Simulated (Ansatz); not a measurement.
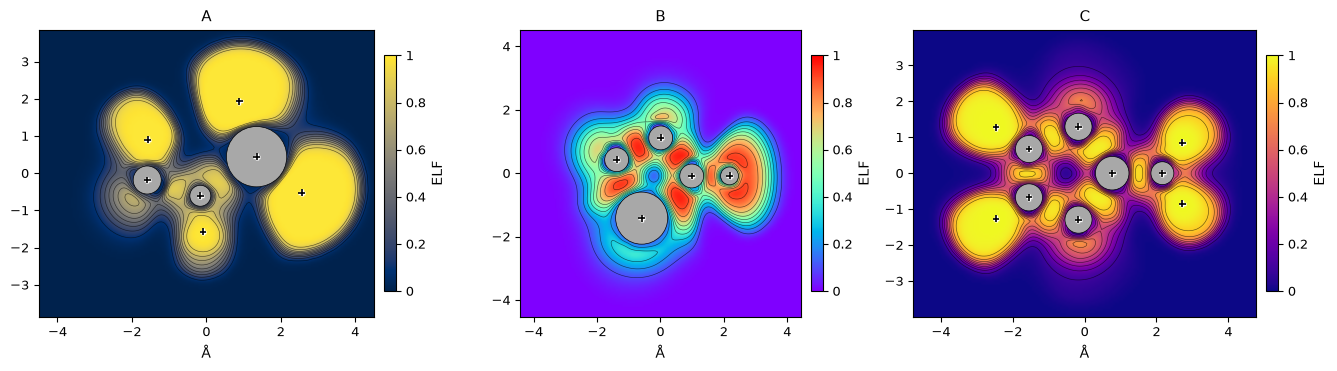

The ELF of 3 systems, each on a plane through atoms (crosses mark nuclei in the plane; grey discs cover the cores).

Theory: Ansatz 0.2.0, isolated molecule in a Gaussian basis; Kohn-Sham density functional theory, functional PBE0.

System 1: CH6AlO (charge +1), the plane of atoms O3, C1 and H5. Geometry: r2SCAN-D4/def2-TZVP.

| atom | x (Å) | y (Å) | z (Å) |
| --- | --- | --- | --- |
| C | 1.4942 | 1.6905 | 0.5142 |
| Al | -0.7227 | 0.0023 | -0.6100 |
| O | 0.0614 | 1.4711 | 0.1757 |
| H | 1.5639 | 1.8275 | 1.5901 |
| H | 2.0143 | 0.7916 | 0.1958 |
| H | 1.8361 | 2.5617 | -0.0382 |
| H | -0.4744 | 2.2394 | 0.4290 |
| H | 0.4010 | -1.0365 | -0.8845 |
| H | -2.2425 | 0.3115 | -0.7266 |

System 2: C3H6GeO (SMILES O=[C]1C[CH2][GeH2]1), the plane of atoms Ge4, C1 and O5. Geometry: B3LYP-D3(BJ)/def2-SVP.

```xyz
11

C    -0.5423    0.6708   -0.0243
C     0.0638    0.0939   -1.3275
C     1.3357   -0.6346   -0.8231
Ge    1.0048   -0.1218    1.0868
O    -1.5386    1.3110    0.1215
H    -0.6746   -0.5658   -1.8161
H     0.2654    0.9193   -2.0325
H     2.2704   -0.2308   -1.2355
H     1.3210   -1.7194   -0.9964
H     0.6973   -1.2690    2.0771
H     2.0207    0.8471    1.7351
```

System 3: C4H8BN (SMILES NB1CC=CC1), the plane of atoms C3, C2 and H11. Geometry: r2SCAN-D4/def2-SVP.

```yaml
atoms:
  - { symbol: C, position_ang: [0.2983, 0.5998, 0.6516] }
  - { symbol: C, position_ang: [1.4232, -0.2781, 0.1562] }
  - { symbol: C, position_ang: [1.3657, -0.5599, -1.1586] }
  - { symbol: C, position_ang: [0.1880, 0.0586, -1.8741] }
  - { symbol: B, position_ang: [-0.5421, 0.8373, -0.6858] }
  - { symbol: N, position_ang: [-1.7111, 1.5935, -0.7968] }
  - { symbol: H, position_ang: [-2.1415, 2.0717, -0.0142] }
  - { symbol: H, position_ang: [-2.2137, 1.7174, -1.6677] }
  - { symbol: H, position_ang: [-0.2893, 0.1131, 1.4557] }
  - { symbol: H, position_ang: [0.6707, 1.5403, 1.1052] }
  - { symbol: H, position_ang: [2.2166, -0.6515, 0.8151] }
  - { symbol: H, position_ang: [2.1079, -1.1843, -1.6708] }
  - { symbol: H, position_ang: [-0.4559, -0.7039, -2.3567] }
  - { symbol: H, position_ang: [0.5043, 0.7245, -2.7020] }
```

> Which map belongs to which system?

Panel A is system 1, CH6AlO: the plane holds C, Al, O and H. C–O (1.49 Å): the ELF peaks at about 0.90 between the atoms (a polar covalent bond). Panel B is system 2, C3H6GeO: the plane holds C, Ge and O. C–O (1.19 Å): the ELF peaks at about 0.85 between the atoms (a multiple bond). Panel C is system 3, C4H8BN: the plane holds C, B, N and H. C–C (1.35 Å): the ELF peaks at about 0.95 between the atoms: a covalent bond.
